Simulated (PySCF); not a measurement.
# C2H8OSeSi: electronic excitations

Wanted: the electronic excitations of C2H8OSeSi (`CC[Se@@](=O)[SiH3]`), by calculation.

Computed with PySCF 2.14.0, with density-fitted response routines of our own, on a single molecule in the gas phase. Atoms count from 0, in the outputs and in this text.

## Step 1: The starting structure

13 atoms, charge 0, multiplicity 1; geometry from: GFN2-xTB.

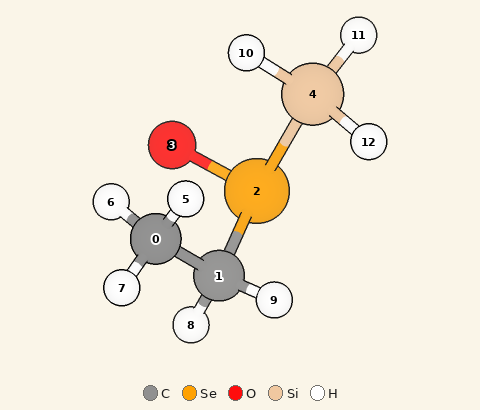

As it starts; carbon grey, selenium orange, oxygen red, silicon light orange, hydrogen white, atoms numbered.

## Step 2: TDDFT and polarisability: wB97X-D/def2-SVPD

Job settings and geometry (Å):

```
{"job": {"kind": "uv", "xc": "wB97X-D", "basis": "def2-SVPD", "nstates": 8, "ntriplets": 3}, "charge": 0, "multiplicity": 1}
C     -1.525786     0.414734    -0.056374
C     -0.960727    -0.982322     0.074758
Se     0.793082    -1.133239    -0.864040
O      0.557725    -0.383354    -2.278288
Si     1.957532     0.493420     0.362826
H     -1.008783     1.111958     0.602450
H     -1.404215     0.748821    -1.088258
H     -2.587154     0.427869     0.185326
H     -1.600327    -1.712075    -0.430399
H     -0.806196    -1.291884     1.107908
H      1.475667     1.833031     0.035739
H      3.356554     0.318263    -0.024361
H      1.748240     0.155264     1.771241
```

Method: TDDFT wB97X-D/def2-SVPD, vertical, gas phase, core orbitals frozen in the response.

Run with:

```bash
$ OMP_NUM_THREADS=1 python probes_run.py task.json out
```

The driver reads the jobs from task.json and runs them one after another.

Log:

```text
coarse grid: 49064 points
cycle   1  E = -2846.5564045149  dE = -3.571e-01  |g| = 9.349e-01  |ddm| = 4.343e+00
cycle   2  E = -2845.9241321123  dE =  6.323e-01  |g| = 1.973e+00  |ddm| = 3.214e+00
cycle   3  E = -2846.7515613256  dE = -8.274e-01  |g| = 8.936e-02  |ddm| = 2.452e+00
cycle   4  E = -2846.7531787329  dE = -1.617e-03  |g| = 5.957e-02  |ddm| = 2.258e-01
cycle   5  E = -2846.7539293974  dE = -7.507e-04  |g| = 9.474e-03  |ddm| = 9.346e-02
cycle   6  E = -2846.7539645560  dE = -3.516e-05  |g| = 3.041e-03  |ddm| = 2.908e-02
cycle   7  E = -2846.7539694157  dE = -4.860e-06  |g| = 9.528e-04  |ddm| = 1.195e-02
final grid: 101600 points
cycle   8  E = -2846.7536188256  dE = -1.205e-06  |g| = 8.373e-04  |ddm| = 1.174e-02
cycle   9  E = -2846.7536188565  dE = -3.087e-08  |g| = 1.017e-03  |ddm| = 3.005e-03
cycle  10  E = -2846.7536190878  dE = -2.313e-07  |g| = 1.934e-04  |ddm| = 1.090e-03
cycle  11  E = -2846.7536191000  dE = -1.228e-08  |g| = 9.327e-05  |ddm| = 4.762e-04
cycle  12  E = -2846.7536191055  dE = -5.427e-09  |g| = 2.003e-05  |ddm| = 4.745e-04
cycle  13  E = -2846.7536191057  dE = -2.692e-10  |g| = 7.528e-06  |ddm| = 9.624e-05
converged SCF energy = -2846.7536191057

Static polarisability (au): isotropic 86.119, principal 74.866 85.361 98.129

Singlet excitations
state   eV       nm        f      main configurations
  1   4.5793    270.7   0.00857   H->L 0.52, H->L+1 0.35
  2   5.2175    237.6   0.07560   H->L+2 0.33, H->L 0.28, H->L+1 0.26
  3   5.3722    230.8   0.00245   H-1->L 0.62, H-1->L+1 0.27
  4   5.4897    225.8   0.04062   H->L+2 0.49, H->L+1 0.26, H->L 0.11
  5   6.1526    201.5   0.04284   H-1->L+1 0.48, H-1->L 0.27
  6   6.4639    191.8   0.01747   H->L+3 0.69, H->L+5 0.19
  7   6.5717    188.7   0.11390   H-1->L+2 0.67, H-1->L+1 0.10
  8   6.8311    181.5   0.03937   H->L+4 0.85

Triplet excitations (Tamm-Dancoff, eV): 4.0520 4.5772 5.0068
```

Run time: 1.8 min. Hardware: 1 thread of Intel Xeon at 2.50GHz, shared host; peak memory 0.77 GiB.

The orbitals next to the gap, with their largest atomic shares:

```
orbital      eV                         atoms
 HOMO−3  -11.99    O3 28 %, C0 16 %, Se2 13 %
 HOMO−2  -11.57    O3 38 %, Se2 30 %, Si4 8 %
 HOMO−1   -9.10    O3 62 %, Se2 14 %, C1 12 %
   HOMO   -8.29    O3 53 %, Se2 28 %, Si4 9 %
   LUMO    1.01  Se2 38 %, Si4 30 %, H10 11 %
 LUMO+1    1.38   Se2 49 %, Si4 20 %, O3 10 %
 LUMO+2    1.63   Se2 49 %, Si4 15 %, C1 12 %
```

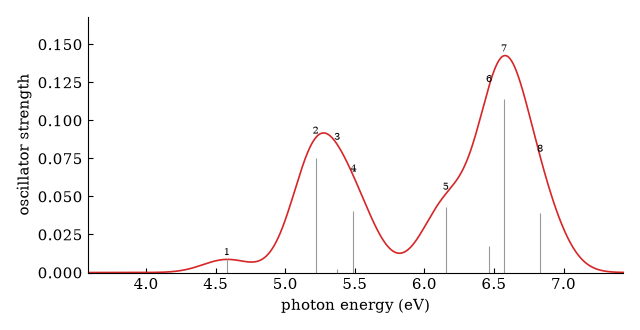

Absorption spectrum from the 8 singlet states computed; above the last one it falls off for lack of states. Lines are broadened to a width of 0.40 eV (Gaussian).

Further results of this job:

```
           property  computed
  dipole moment (D)      4.30
polarisability (Å³)     12.76
 HOMO–LUMO gap (eV)      9.30
      −ε(HOMO) (eV)      8.29
```

## Step 3: What came out

```
                                quantity                        value
      lowest singlet (wB97X-D/def2-SVPD)  4.58 eV (271 nm), f = 0.009
brightest single state of those computed  state 7, 6.57 eV, f = 0.114
                          lowest triplet                      4.05 eV
```

**Reading.** The first singlet state (HOMO→LUMO 0.52, HOMO→LUMO+1 0.35) lies at 4.58 eV and is weak; of the 8 states computed, the strongest absorption comes from state 7 at 6.57 eV. The lowest triplet lies 0.53 eV below the lowest singlet (triplets in Tamm-Dancoff, singlets in full TDDFT).
